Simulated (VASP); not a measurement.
# A VASP study of YB6 (r2SCAN + rVV10): structure first, properties next, part 9 of 9

What structure does YB6 take at this level, and what are its properties? The start is a cell from a database of measured crystal structures.

VASP 6.6.1; r2SCAN with rVV10; plane waves and PAW (Y_sv, B).

Still holding for the runs below: This run has no spin polarisation. Its electron count is odd, so without a moment it is a metal by construction.

So far. Step 14 (Volume scan with r2SCAN + rVV10 (run 7)): The pressure falls from -6.69 to -9.62 GPa. The parabola predicted -9.56 GPa, +0.05 GPa off. Step 16 (Fit for r2SCAN + rVV10): The fitted volume lies +0.04 % from the relaxed one. The atoms bear forces along the scan, since they were held; freeing them would lower the modulus. The relaxed cell has a = 4.088 Å (conventional setting).

The database entry behind the starting cell differs from later determinations by our own check (about 0.3 % long, ideal inner coordinate), so it need not match the best structure at ambient conditions.

**17. Bands along the symmetry lines (r2SCAN + rVV10), changed input**

This step: r2SCAN with rVV10; plane waves and PAW (Y_sv, B) (VASP 6.6.1).

The mesh alone shows little of the dispersion and can miss band extrema, so KPOINTS_OPT adds a path through the symmetry points after the self-consistent cycle. Some settings are moved from the usual, to see what they do.

INCAR reads:

```
SYSTEM = YB6
PREC = Normal
ENCUT = 420
EDIFF = 1E-06
NELM = 100
ISMEAR = 0
SIGMA = 0.05
LREAL = .FALSE.
ALGO = Normal
METAGGA = R2SCAN
LUSE_VDW = .TRUE.
IVDW_NL = 2
BPARAM = 11.95
CPARAM = 0.0093
LASPH = .TRUE.
NBANDS = 32
LORBIT = 11
LWAVE = .FALSE.
LCHARG = .FALSE.
KPAR = 4
```

POSCAR reads:

```
YB6
1.0
    4.0875293394      0.0000000000      0.0000000000
    0.0000000000      4.0875293394      0.0000000000
    0.0000000000      0.0000000000      4.0875293394
Y B
1 6
Direct
    0.0000000000      0.0000000000      0.0000000000
    0.1988345400      0.5000000000      0.5000000000
    0.5000000000      0.1988345400      0.5000000000
    0.8011654600      0.5000000000      0.5000000000
    0.5000000000      0.8011654600      0.5000000000
    0.5000000000      0.5000000000      0.1988345400
    0.5000000000      0.5000000000      0.8011654600
```

KPOINTS reads:

```
Automatic mesh
0
Monkhorst-Pack
7 7 7
0 0 0
```

KPOINTS_OPT reads:

```
Line mode
12
Line-mode
Reciprocal
  0.00000000   0.00000000   0.00000000 GAMMA
  0.00000000   0.50000000   0.00000000 X

  0.00000000   0.50000000   0.00000000 X
  0.50000000   0.50000000   0.00000000 M

  0.50000000   0.50000000   0.00000000 M
  0.00000000   0.00000000   0.00000000 GAMMA

  0.00000000   0.00000000   0.00000000 GAMMA
  0.50000000   0.50000000   0.50000000 R

  0.50000000   0.50000000   0.50000000 R
  0.00000000   0.50000000   0.00000000 X

  0.50000000   0.50000000   0.00000000 M
  0.50000000   0.50000000   0.50000000 R
```

The projector-augmented-wave data sets are Y_sv and B (PBE family, release 64).

Started as:

```sh
$ mpirun -np 4 vasp_std
```

The program printed:

```text
[... set-up lines as in an earlier step ...]
 entering main loop
       N       E                     dE             d eps       ncg     rms          rms(c)
Total rVV10 correction in eV:      0.2958683    29.9215336
Total rVV10 correction in eV:      0.2958683    29.9215336
Total rVV10 correction in eV:      0.2958683    29.9215336
Total rVV10 correction in eV:      0.2958683    29.9215336
DAV:   1     0.395770140516E+02    0.39577E+02   -0.11728E+04  1280   0.735E+02
DAV:   2    -0.758574408648E+02   -0.11543E+03   -0.11031E+03  1608   0.191E+02
DAV:   3    -0.801316056657E+02   -0.42742E+01   -0.42203E+01  1816   0.285E+01
DAV:   4    -0.802048920502E+02   -0.73286E-01   -0.73188E-01  1536   0.339E+00
DAV:   5    -0.802059263334E+02   -0.10343E-02   -0.10342E-02  1656   0.374E-01    0.157E+01
Total rVV10 correction in eV:      0.3260199    29.9215329
Total rVV10 correction in eV:      0.3260199    29.9215329
Total rVV10 correction in eV:      0.3260199    29.9215329
Total rVV10 correction in eV:      0.3260199    29.9215329
DAV:   6    -0.681021541729E+02    0.12104E+02   -0.46572E+00  1520   0.144E+01    0.125E+01
Total rVV10 correction in eV:      0.3519312    29.9215329
Total rVV10 correction in eV:      0.3519312    29.9215329
Total rVV10 correction in eV:      0.3519312    29.9215329
Total rVV10 correction in eV:      0.3519312    29.9215329
DAV:   7    -0.672244067652E+02    0.87775E+00   -0.27999E+00  1528   0.842E+00    0.102E+01
Total rVV10 correction in eV:      0.3467604    29.9215330
Total rVV10 correction in eV:      0.3467604    29.9215330
Total rVV10 correction in eV:      0.3467604    29.9215330
Total rVV10 correction in eV:      0.3467604    29.9215330
DAV:   8    -0.674087433371E+02   -0.18434E+00   -0.78052E-01  1440   0.449E+00    0.159E+00
Total rVV10 correction in eV:      0.3571083    29.9215329
Total rVV10 correction in eV:      0.3571083    29.9215329
Total rVV10 correction in eV:      0.3571083    29.9215329
Total rVV10 correction in eV:      0.3571083    29.9215329
DAV:   9    -0.672218150243E+02    0.18693E+00   -0.25240E-01  1512   0.280E+00    0.495E-01
Total rVV10 correction in eV:      0.3556430    29.9215330
Total rVV10 correction in eV:      0.3556430    29.9215330
Total rVV10 correction in eV:      0.3556430    29.9215330
Total rVV10 correction in eV:      0.3556430    29.9215330
DAV:  10    -0.672186546056E+02    0.31604E-02   -0.25474E-02  1584   0.719E-01    0.985E-01
Total rVV10 correction in eV:      0.3556553    29.9215330
Total rVV10 correction in eV:      0.3556553    29.9215330
Total rVV10 correction in eV:      0.3556553    29.9215330
Total rVV10 correction in eV:      0.3556553    29.9215330
DAV:  11    -0.672182167947E+02    0.43781E-03   -0.13423E-03  1584   0.175E-01    0.376E-01
Total rVV10 correction in eV:      0.3555889    29.9215330
Total rVV10 correction in eV:      0.3555889    29.9215330
Total rVV10 correction in eV:      0.3555889    29.9215330
Total rVV10 correction in eV:      0.3555889    29.9215330
DAV:  12    -0.672180984542E+02    0.11834E-03   -0.49176E-04  1512   0.110E-01    0.835E-02
Total rVV10 correction in eV:      0.3557131    29.9215330
Total rVV10 correction in eV:      0.3557131    29.9215330
Total rVV10 correction in eV:      0.3557131    29.9215330
Total rVV10 correction in eV:      0.3557131    29.9215330
DAV:  13    -0.672180844845E+02    0.13970E-04   -0.64720E-05  1488   0.397E-02    0.250E-02
Total rVV10 correction in eV:      0.3557441    29.9215330
Total rVV10 correction in eV:      0.3557441    29.9215330
Total rVV10 correction in eV:      0.3557441    29.9215330
Total rVV10 correction in eV:      0.3557441    29.9215330
DAV:  14    -0.672180850272E+02   -0.54277E-06   -0.27839E-06  1648   0.795E-03
Total rVV10 correction in eV:      0.3557904    29.9215330
Total rVV10 correction in eV:      0.3557904    29.9215330
Total rVV10 correction in eV:      0.3557904    29.9215330
Total rVV10 correction in eV:      0.3557904    29.9215330
Total rVV10 correction in eV:      0.3557865    29.9215330
Total rVV10 correction in eV:      0.3557865    29.9215330
Total rVV10 correction in eV:      0.3557865    29.9215330
Total rVV10 correction in eV:      0.3557865    29.9215330
   1 F= -.67218085E+02 E0= -.67215821E+02  d E =-.452884E-02
 Start KPOINTS_OPT (optional k-point list driver)
k-point batch [1-20\72]
       N       E                     dE             ncg
DAV:   1    -0.175174878576E+04   -0.11510E+05     1280
DAV:   2    -0.395588922164E+04   -0.22041E+04     1616
DAV:   3    -0.403903748947E+04   -0.83148E+02     1808
DAV:   4    -0.404023223410E+04   -0.11947E+01     1568
DAV:   5    -0.404024848397E+04   -0.16250E-01     1624
DAV:   6    -0.404024870481E+04   -0.22084E-03     1560
DAV:   7    -0.404024870825E+04   -0.34374E-05     1544
DAV:   8    -0.404024870831E+04   -0.63284E-07     1120
[...]
k-point batch [61-72\72]
       N       E                     dE             ncg
DAV:   1     0.450741931812E+04   -0.11546E+05      768
DAV:   2     0.310723351858E+04   -0.14002E+04      984
DAV:   3     0.305136277947E+04   -0.55871E+02     1072
DAV:   4     0.305052323593E+04   -0.83954E+00      840
DAV:   5     0.305051288448E+04   -0.10351E-01      976
DAV:   6     0.305051273131E+04   -0.15317E-03      888
DAV:   7     0.305051272872E+04   -0.25913E-05      936
DAV:   8     0.305051272867E+04   -0.46908E-07      592
```

Elapsed: 58 s, on 4 MPI ranks of AMD EPYC 7R43, shared host; peak memory 0.7 GiB.

OUTCAR, selected parts (step 17):

```text
   NELECT =      29.0000    total number of electrons

 E-fermi :   6.8395

 k-point     1 :       0.0000    0.0000    0.0000
  band No.  band energies     occupation
    ...
     10      -0.9545      2.00000
     11      -0.9545      2.00000
     12       4.6232      2.00000
     13       4.6233      2.00000
     14       4.6233      2.00000
     15       7.8162      0.00000
     16       7.8162      0.00000
     17       7.8162      0.00000
     18       7.8561      0.00000
     19       7.8561      0.00000
    ...

  Total        0.0026483      0.0026483      0.0026483     -0.0000000     -0.0000000     -0.0000000
  in kB        0.0621293      0.0621293      0.0621293     -0.0000000     -0.0000000     -0.0000000
  external PRESSURE =       0.0621293 kB  Pullay stress =       0.0000000 kB

 POSITION                                       TOTAL-FORCE (eV/Angst)
 -----------------------------------------------------------------------------------
      0.00000      0.00000      0.00000        -0.000000      0.000000      0.000000
      0.81274      2.04376      2.04376         0.002419      0.000000      0.000000
      2.04376      0.81274      2.04376        -0.000000      0.002419      0.000000
      3.27479      2.04376      2.04376        -0.002419     -0.000000     -0.000000
      2.04376      3.27479      2.04376        -0.000000     -0.002419     -0.000000
      2.04376      2.04376      0.81274        -0.000000      0.000000      0.002419
      2.04376      2.04376      3.27479        -0.000000     -0.000000     -0.002419
 -----------------------------------------------------------------------------------
    total drift:                                0.000000     -0.000000     -0.000000

  FREE ENERGIE OF THE ION-ELECTRON SYSTEM (eV)
  ---------------------------------------------------
  free  energy   TOTEN  =       -67.2180850272 eV

  energy  without entropy=      -67.2135561849  energy(sigma->0) =      -67.21582061

[... 7 parts as in an earlier step ...]

[... 10 further parts left out ...]
```

PREC = Normal changes the FFT grids.

This step gave:

```yaml
bands: 32
free_energy_toten: -67.2181 eV
energy_at_zero_smearing: -67.2158 eV
fermi_energy: 6.840 eV
pressure: 0.006213 GPa
```

Electronic bands along the path, in eV, zero at the Fermi level; # counts the bands kept, so #1 is VASP's band 7:

| point | #5 | #6 | #7 | #8 | #9 | #10 | #11 | #12 |
| --- | --- | --- | --- | --- | --- | --- | --- | --- |
| Γ | -7.79 | -2.22 | -2.22 | -2.22 | 0.98 | 0.98 | 0.98 | 1.02 |
| X | -4.32 | -4.32 | -3.73 | -2.79 | -1.56 | 1.18 | 1.18 | 1.58 |
| M | -5.01 | -5.01 | -3.34 | -3.34 | 1.50 | 1.50 | 1.90 | 2.30 |
| Γ | -7.79 | -2.22 | -2.22 | -2.22 | 0.98 | 0.98 | 0.98 | 1.02 |
| R | -6.44 | -2.84 | -2.84 | -2.84 | 2.83 | 2.83 | 2.94 | 3.23 |
| X | -4.32 | -4.32 | -3.73 | -2.79 | -1.56 | 1.18 | 1.18 | 1.58 |
| jump to M | -5.01 | -5.01 | -3.34 | -3.34 | 1.50 | 1.50 | 1.90 | 2.30 |
| R | -6.44 | -2.84 | -2.84 | -2.84 | 2.83 | 2.83 | 2.94 | 3.23 |

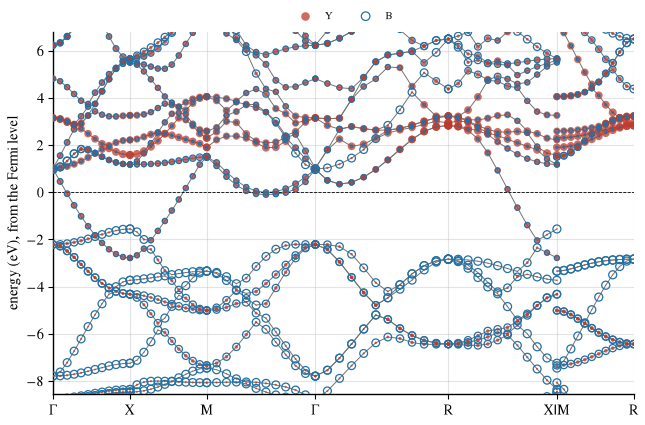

Electronic bands along the path; dots are coloured as in the legend, and their area grows with the weight.

Against the sound run “Band structure (r2SCAN + rVV10)”, the energy at zero smearing moves by +0.0 meV an atom, the pressure by -0.01 GPa and the Fermi level by -0.00 eV.

**18. Outcome**

| Quantity | Value |
| --- | --- |
| relaxed volume | 9.756 Å³/atom |
| relaxed conventional cell a, b, c | 4.088, 4.088, 4.088 Å |
| space group after relaxing, within 0.02 Å | Pm-3m (No. 221) |
| band gap | none, a metal |
| DOS at the Fermi level | 0.842 states/eV/cell |
| highest zone-centre mode | 1357 cm⁻¹ |
| bulk modulus from the fit | 183 GPa |
| volume from the fit | 9.76 Å³/atom |

What this shows: With r2SCAN + rVV10, YB6 relaxes to 9.756 Å³/atom in space group Pm-3m (held by the symmetry of the run), comes out as a metal and has a bulk modulus of 183 GPa at fixed shape and positions, an upper bound. Against the listed cell the volume lies -1.8 %. Band structure (r2SCAN + rVV10): Of the bands kept, 2 cross the Fermi level on this path. Zone-centre phonons (r2SCAN + rVV10): The highest mode at Γ, 1357.1 cm⁻¹, is mostly motion of B (100 % of the kinetic energy). Bands along the symmetry lines (r2SCAN + rVV10), changed input: Of the bands kept, 2 cross the Fermi level on this path. Spin-orbit coupling is left out; it would split some degenerate bands. With an odd electron count and no spin the cell is a metal by construction. Modes at Γ alone can't show that the crystal is stable at other wave vectors. No search among competing phases was made, and a listed structure need not be the one stable at ambient conditions. All values are for a static lattice at zero temperature.

[Lines on the potential files, build, host, timing and source positions are cut from VASP's logs without a mark.]

[Logs are printed without paths, hosts, clocks, repeated set-up lines and the standing remarks that a program may print on its own settings, such as how far it seeks lower states.]

[Hosts, paths, dates, database ids (printed as entryN), source tags and the programs' standing remarks are cut or masked in the printed files.]

[Measured values are set beside computed ones only where the two were judged alike; some that the calculation misses by far are left out.]
